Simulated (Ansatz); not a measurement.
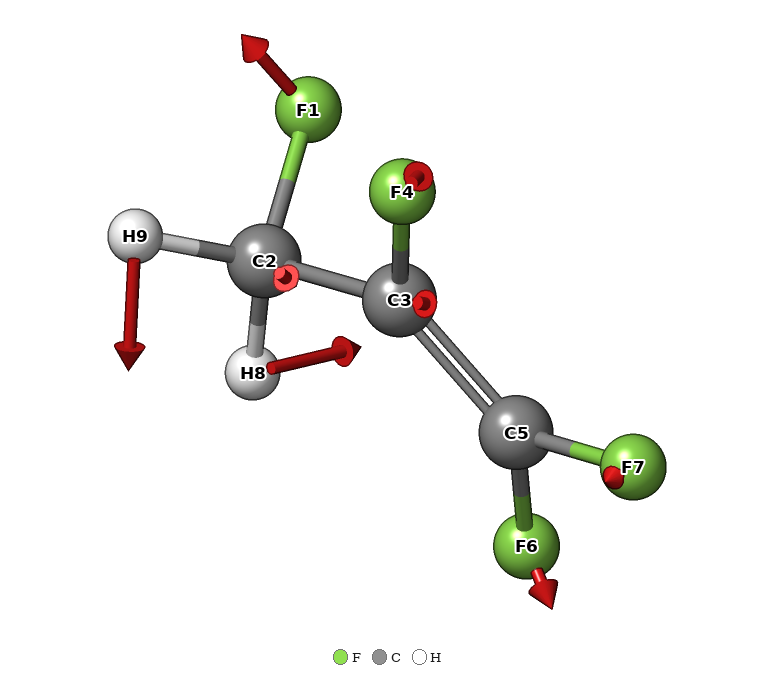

The arrows show one normal mode. Harmonic vibrations computed with RKS PBE0-D4/def2-TZVP (Ansatz 0.2.0) at a stationary point of the same level.

### What kind of motion is it?

A torsion or out-of-plane motion in which bond lengths and bond angles hardly change.

### Estimate its harmonic wavenumber.

83 cm⁻¹; it is mode 1 of 21 counted from the lowest.
